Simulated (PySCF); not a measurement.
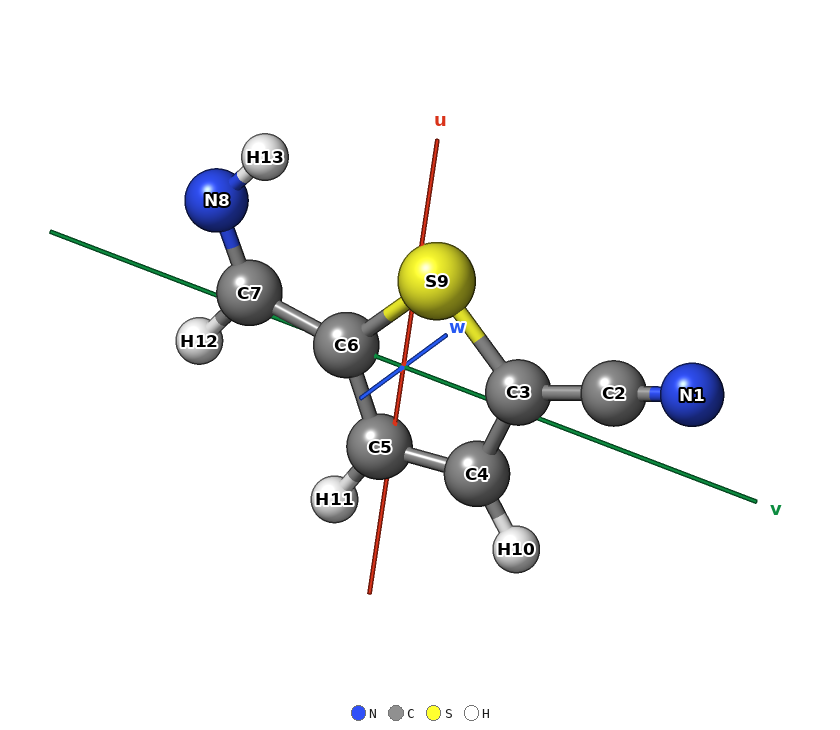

The lines u, v and w are the principal axes of the static dipole polarisability. The geometry was computed by an optimisation with GFN2-xTB. No frequency run is at hand to confirm it as a minimum. Method: PBE0/def2-SVPD (PySCF 2.14.0).

> Along which axis is the molecule most polarisable, and along which least?

Most along v (in the molecular plane, nearly parallel to the C4–C5 bond), least along w (normal to the molecular plane).

> Give the three principal values.

u 100.8, v 156.5, w 56.1 bohr³; mean 104.5, anisotropy 87.2 bohr³.
